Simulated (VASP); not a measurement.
Band structure of HgS (zinc blende). These are PBE GGA, VASP's PBE PAW potentials (set 64) (plane waves; VASP 6.6.1) values and carry that method's errors.

Unless said otherwise, spin-orbit coupling is left out, though it shifts the bands of the heavy elements here.

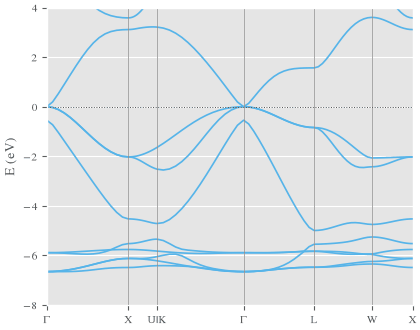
Fig. 1. Bands along high-symmetry lines, zero at the valence-band maximum or, without a gap, the Fermi level

Problem. Read the plot: is there a gap, and where are the band edges?

Solution. It has no gap at this level: it comes out as a metal or semimetal. (Edges off the drawn lines would not show.)

The compound is HgS in the zinc blende structure, metacinnabar; cinnabar is the stable form. It was relaxed first, which changed the volume by +8 %.
